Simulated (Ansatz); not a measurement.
System: NH3···FH3Si (SMILES N.[SiH3]F).

Input

```
crystal:
  periodic: [false, false, false]
  atoms:
    - {symbol: N, position_ang: [0.138193, -0.108024, -1.455835]}
    - {symbol: H, position_ang: [-0.797735, -0.294925, -1.794590]}
    - {symbol: H, position_ang: [0.532187, 0.628186, -2.028567]}
    - {symbol: H, position_ang: [0.684854, -0.946122, -1.612004]}
    - {symbol: Si, position_ang: [-0.089592, 0.179286, 1.333245]}
    - {symbol: F, position_ang: [-0.699852, -1.258291, 0.956691]}
    - {symbol: H, position_ang: [-0.876008, 1.287638, 0.748923]}
    - {symbol: H, position_ang: [1.357468, 0.263712, 1.037859]}
    - {symbol: H, position_ang: [-0.249514, 0.248440, 2.814178]}
basis:
  gaussian: {orbitals: "def2-TZVPPD.json"}
hamiltonian: {xc: pbe0, dispersion: d4}
output: {orbitals: {seedname: orbitals}}
```

Run with:

```sh
ansatz run in.yaml --threads 4 --pin off --events-out ev --progress --plain --max-ram 9574MiB
```

Geometry: PBE0-D4/def2-TZVP.

All numbers below come from Ansatz 0.2.0, RKS PBE0-D4/def2-TZVPPD.

Predict the electron density and electron localisation function between the atoms.

Si5···N1 (2.81 Å): the density falls to about 0.12 e/Å³ on the way; the ELF is about 0.15 at the midpoint.
Si–F (1.61 Å): ρ at the midpoint is about 1.1 e/Å³; the ELF peaks at about 0.85 in the valence shell of F, 0.6 Å from its nucleus, and is about 0.50 at the midpoint.
N–H (1.01 Å): ρ at the midpoint is about 2.9 e/Å³; the ELF climbs to about 1 towards the hydrogen, as it does in any bond to H (an ordinary covalent bond to hydrogen).
Si–H (1.49 Å): ρ is about 0.82 e/Å³ halfway; the ELF climbs to about 1 towards the hydrogen.

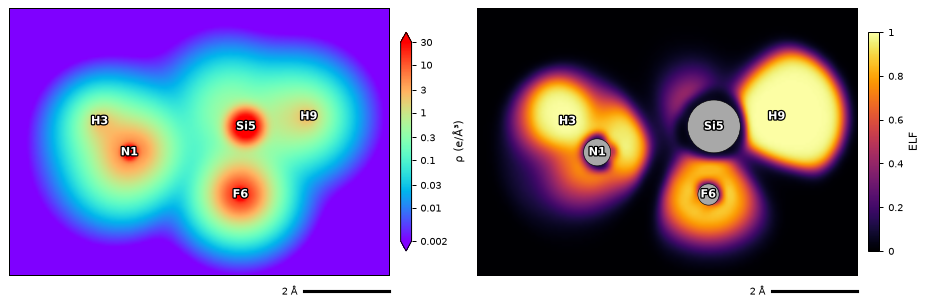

Computed electron density and electron localisation function on the plane of atoms F6, Si5 and H9, in this order. Grey discs cover the atomic cores in the ELF map. 
